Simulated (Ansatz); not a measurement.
These are PBE (plane waves to 420 eV, PAW; Ansatz, a first-principles code) values and carry that method's errors.

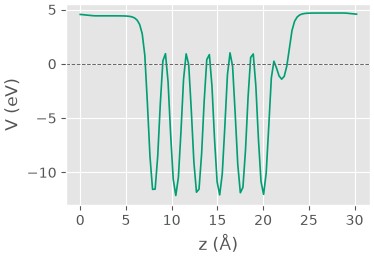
Figure: Plane-averaged electrostatic potential energy along the normal, in eV from the Fermi level, for a constructed model of the (111) surface of fcc Ag, (√3x√3)R30° layer of Sb, one a cell, on the site that continues the host's stacking (bottom of the slab: a bare face, its two planes held)

Set-up: 19 atoms, 14.4 Å thick at the start with caps and adatoms; mesh 9x9x1; 0.1 eV smearing; dipole correction on; 6 atoms held, the rest relaxed; symmetry of the start imposed; no spin, no spin-orbit, no U. It is one candidate, not shown to be the stable structure of the face.

The vacuum level lies 4.68 eV above the Fermi level over the top face and 4.42 eV above it under the bottom face.
